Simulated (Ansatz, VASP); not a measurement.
# Cross-check of PtS2 (1T-PtS2 monolayer) between VASP and Ansatz

One calculation is typed for both programs; each brings its own data sets. How far apart do they land? Valence electrons are named where the data sets of a main pair hold unlike numbers.

Calculated with Ansatz 0.2.0; plane waves, with VASP 6.6.1 beside it; band structure at PBE with D3(BJ), spin-orbit coupling.

## 1. Set-up

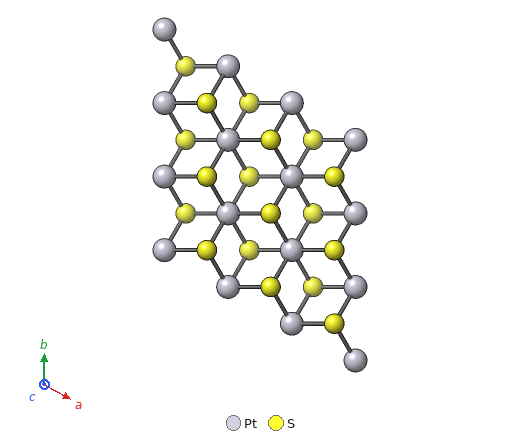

The starting structure, seen from above (platinum light grey, sulfur yellow). 3×3×1 cells are drawn. Some periodic images of atoms are drawn too.

The cell holds 3 atoms: 1 Pt and 2 S. Cell: a = 3.533 Å, b = 3.533 Å, c = 22.000 Å, α = 90.0°, β = 90.0°, γ = 120.0°. Vacuum lies along c.

Structure file:

```xyz
3
Lattice="3.5331 0.0000 0.0000 -1.7666 3.0598 0.0000 0.0000 0.0000 22.0000" Properties=species:S:1:pos:R:3
Pt    0.0000    0.0000   11.0000
S     0.0000    2.0398    9.7566
S     1.7666    1.0199   12.2434
```

## 2. VASP: band structure, PBE with D3(BJ), spin-orbit coupling

Levels along a path test the potential and the projectors away from the mesh points.

Lines of VASP's logs that name or quote its potential files are left out, and so is its time.

Input file INCAR:

```
SYSTEM = PtS2
PREC = Normal
ENCUT = 350
EDIFF = 1E-06
NELM = 120
ISMEAR = 0
SIGMA = 0.03
LREAL = .FALSE.
ALGO = Fast
GGA = PE
IVDW = 12
LNONCOLLINEAR = .TRUE.
MAGMOM = 0 0 0 0 0 0 0 0 0
NBANDS = 34
GGA_COMPAT = .FALSE.
LASPH = .TRUE.
LSORBIT = .TRUE.
LMAXMIX = 4
LWAVE = .FALSE.
LCHARG = .FALSE.
KPAR = 4
IDIPOL = 3
LDIPOL = .TRUE.
DIPOL = 0.5 0.5 0.5
```

Input file POSCAR:

```
PtS2
1.0
    3.5331162050      0.0000000000      0.0000000000
   -1.7665581025      3.0597683881      0.0000000000
    0.0000000000      0.0000000000     22.0000000000
Pt S
1 2
Direct
    0.0000000000      0.0000000000      0.5000000000
    0.3333333333      0.6666666667      0.4434817369
    0.6666666667      0.3333333333      0.5565182631
```

Input file KPOINTS:

```
Automatic mesh
0
Gamma
12 12 1
0 0 0
```

Input file KPOINTS_OPT:

```
Line mode
14
Line-mode
Reciprocal
  0.00000000   0.00000000   0.00000000 GAMMA
  0.50000000   0.00000000   0.00000000 M

  0.50000000   0.00000000   0.00000000 M
  0.33333333   0.33333333   0.00000000 K

  0.33333333   0.33333333   0.00000000 K
  0.00000000   0.00000000   0.00000000 GAMMA
```

PAW data sets: Pt and S (PBE family, release 64).

Run with:

```
> mpirun -np 4 vasp_ncl
```

Numbers of over 12 decimals in the logs are rounded to 6 here.

The log of the run:

```text
[banner, memory and clock lines left out]
running    4 mpi-ranks, on    1 nodes
 distrk:  each k-point on    1 cores,    4 groups
 distr:  one band on    1 cores,    1 groups

 POSCAR found type information on POSCAR PtS
 POSCAR found :  2 types and       3 ions
 LDA part: xc-table for (Slater+PW92), standard interpolation
 POSCAR, INCAR and KPOINTS ok, starting setup
 FFT: planning ... GRIDC
 FFT: planning ... GRID_SOFT
 FFT: planning ... GRID
 WAVECAR not read
 entering main loop
       N       E                     dE             d eps       ncg     rms          rms(c)
DAV:   1     0.151784362220E+03    0.15178E+03   -0.61331E+03  1324   0.704E+02
DAV:   2     0.159860835101E+01   -0.15019E+03   -0.13874E+03  1886   0.170E+02
DAV:   3    -0.167916057910E+02   -0.18390E+02   -0.18118E+02  1612   0.682E+01
DAV:   4    -0.172484525123E+02   -0.45685E+00   -0.45541E+00  1716   0.123E+01
DAV:   5    -0.172570963599E+02   -0.86438E-02   -0.86371E-02  1708   0.173E+00    0.196E+01
RMM:   6    -0.160373636082E+02    0.12197E+01   -0.70070E+00  1428   0.150E+01    0.119E+01
RMM:   7    -0.158638701563E+02    0.17349E+00   -0.82245E-01  1353   0.606E+00    0.580E+00
RMM:   8    -0.158390107218E+02    0.24859E-01   -0.52895E-02  1471   0.163E+00    0.195E+00
RMM:   9    -0.158341144287E+02    0.48963E-02   -0.40071E-02  1555   0.114E+00    0.274E-01
RMM:  10    -0.158349864725E+02   -0.87204E-03   -0.68799E-03  1768   0.499E-01    0.146E-01
RMM:  11    -0.158351908450E+02   -0.20437E-03   -0.14317E-03  1791   0.215E-01    0.650E-02
RMM:  12    -0.158352478561E+02   -0.57011E-04   -0.15655E-04  1573   0.806E-02    0.367E-02
RMM:  13    -0.158352455791E+02    0.22771E-05   -0.40504E-05  1696   0.392E-02    0.207E-02
RMM:  14    -0.158352527557E+02   -0.71766E-05   -0.13736E-05  1702   0.195E-02    0.918E-03
RMM:  15    -0.158352572697E+02   -0.45140E-05   -0.17253E-06  1268   0.793E-03    0.311E-03
RMM:  16    -0.158352595788E+02   -0.23091E-05   -0.27745E-07  1089   0.344E-03    0.246E-03
RMM:  17    -0.158352622546E+02   -0.26759E-05   -0.25188E-07  1103   0.281E-03    0.608E-04
RMM:  18    -0.158352629751E+02   -0.72052E-06   -0.47135E-08   947   0.147E-03
   1 F= -.16667266E+02 E0= -.16667266E+02  d E =-.643952E-13  mag=     0.0000    -0.0000    -0.0000
 Start KPOINTS_OPT (optional k-point list driver)
k-point batch [1-19\42]
       N       E                     dE             ncg
DAV:   1    -0.160623916515E+03   -0.70167E+04     1300
DAV:   2    -0.310406432711E+04   -0.29434E+04     1900
DAV:   3    -0.344774011657E+04   -0.34368E+03     1624
DAV:   4    -0.345578284368E+04   -0.80427E+01     1638
DAV:   5    -0.345594685478E+04   -0.16401E+00     1764
DAV:   6    -0.345595225619E+04   -0.54014E-02     1732
DAV:   7    -0.345595245301E+04   -0.19682E-03     1762
DAV:   8    -0.345595246550E+04   -0.12493E-04     1640
DAV:   9    -0.345595246580E+04   -0.29956E-06     1238
[...]
k-point batch [39-42\42]
       N       E                     dE             ncg
DAV:   1     0.766904278962E+04   -0.12507E+03      272
DAV:   2     0.709919166260E+04   -0.56985E+03      350
DAV:   3     0.700898827255E+04   -0.90203E+02      354
DAV:   4     0.700635792925E+04   -0.26303E+01      358
DAV:   5     0.700628215012E+04   -0.75779E-01      390
DAV:   6     0.700628047885E+04   -0.16713E-02      400
DAV:   7     0.700628046205E+04   -0.16802E-04      398
DAV:   8     0.700628046177E+04   -0.28227E-06      358
```

From OUTCAR (step 2):

```text
ion  position               nearest neighbor table
   1  0.000  0.000  0.500-   2 2.39   3 2.39   3 2.39   2 2.39   3 2.39   2 2.39
   2  0.333  0.667  0.443-   1 2.39   1 2.39   1 2.39
   3  0.667  0.333  0.557-   1 2.39   1 2.39   1 2.39

  LATTYP: Found a hexagonal cell.
 ALAT       =     3.5331162050
 C/A-ratio  =     6.2267977399

 Subroutine GETGRP returns: Found 12 space group operations
 (whereof 12 operations were pure point group operations)

The static configuration has the point symmetry D_3d.

 Found     19 irreducible k-points:

   k-points           NKPTS =     19   k-points in BZ     NKDIM =     19   number of bands    NBANDS=     34

   dimension x,y,z NGX =    16 NGY =   16 NGZ =  108
   dimension x,y,z NGXF=    32 NGYF=   32 NGZF=  216

   ENCUT  =  350.0 eV  25.72 Ry    5.07 a.u.   5.39  5.39 33.56*2*pi/ulx,y,z

   NELECT =      22.0000    total number of electrons

 k-points in reciprocal lattice and weights: Automatic mesh
   0.00000000  0.00000000  0.00000000       0.007
   0.08333333  0.00000000  0.00000000       0.042
   0.16666667  0.00000000  0.00000000       0.042
   0.25000000  0.00000000  0.00000000       0.042
   0.33333333  0.00000000  0.00000000       0.042
   0.41666667  0.00000000  0.00000000       0.042
   0.50000000  0.00000000  0.00000000       0.021
   0.08333333  0.08333333  0.00000000       0.042
   0.16666667  0.08333333  0.00000000       0.083
[...]
0.33333333  0.25000000  0.00000000       0.083
   0.33333333  0.33333333  0.00000000       0.014

 dipolmoment           0.000000      0.000000     -0.000000 electrons x Angstroem

 average (electrostatic) potential at core
       1 -77.7747       2 -94.6961       3 -94.6961

 E-fermi :  -3.3040

 k-point     1 :       0.0000    0.0000    0.0000
  band No.  band energies     occupation
    ...
     18      -4.2548      1.00000
     19      -3.8579      1.00000
     20      -3.8579      1.00000
     21      -3.6524      1.00000
     22      -3.6524      1.00000
     23      -0.3798      0.00000
     24      -0.3798      0.00000
     25      -0.1325      0.00000
     26      -0.1325      0.00000
     27       1.9180      0.00000
    ...

 k-point     2 :       0.0833    0.0000    0.0000
  band No.  band energies     occupation
    ...
     18      -4.1175      1.00000
     19      -3.7713      1.00000
     20      -3.7713      1.00000
     21      -3.5292      1.00000
     22      -3.5292      1.00000
     23      -0.7251      0.00000
     24      -0.7251      0.00000
     25      -0.3344      0.00000
     26      -0.3344      0.00000
     27       2.1191      0.00000
    ...

 k-point     3 :       0.1667    0.0000    0.0000
  band No.  band energies     occupation
    ...
     18      -3.9112      1.00000
     19      -3.7288      1.00000
     20      -3.7288      1.00000
     21      -3.4502      1.00000
     22      -3.4502      1.00000
     23      -1.4271      0.00000
     24      -1.4271      0.00000
     25      -0.5829      0.00000
     26      -0.5829      0.00000
     27       2.5927      0.00000
    ...

 Edisp (eV)   -0.83200

  Total       0.07075     0.07075     0.00979    -0.00000     0.00000     0.00000
  in kB       0.47661     0.47661     0.06596    -0.00000     0.00000     0.00000
  external pressure =        0.34 kB  Pullay stress =        0.00 kB

  energy-cutoff  :      350.00
  volume of cell :      237.83
      direct lattice vectors                 reciprocal lattice vectors
     3.533116205  0.000000000  0.000000000     0.283036261  0.163411061  0.000000000
    -1.766558102  3.059768388  0.000000000     0.000000000  0.326822123  0.000000000
     0.000000000  0.000000000 22.000000000     0.000000000  0.000000000  0.045454545

 POSITION                                       TOTAL-FORCE (eV/Angst)
 -----------------------------------------------------------------------------------
      0.00000      0.00000     11.00000        -0.000000      0.000000      0.000000
     -0.00000      2.03985      9.75660         0.000000     -0.000000     -0.041206
      1.76656      1.01992     12.24340        -0.000000      0.000000      0.041206
 -----------------------------------------------------------------------------------
    total drift:                                0.000000      0.000000     -0.000000

  FREE ENERGIE OF THE ION-ELECTRON SYSTEM (eV)
  ---------------------------------------------------
  free  energy   TOTEN  =       -16.6672655177 eV

  energy  without entropy=      -16.6672655177  energy(sigma->0) =      -16.66726552

 vacuum level on the upper side and lower side of the slab         2.545         2.545

 Spin-Orbit-Coupling matrix elements
 Ion:    1  E_soc:     -0.7741535
 Ion:    2  E_soc:      0.0008559
 Ion:    3  E_soc:      0.0008559

[... 3 further parts left out ...]
```

[end of part 1 of 2]

[Lines on the potential files, build, host, timing and source positions are cut from VASP's logs without a mark.]

[Logs are printed without paths, hosts, clocks, repeated set-up lines and the standing remarks that a program may print on its own settings, such as how far it seeks lower states.]

[Hosts, paths, dates, database ids (printed as entryN), source tags and the programs' standing remarks are cut or masked in the printed files.]
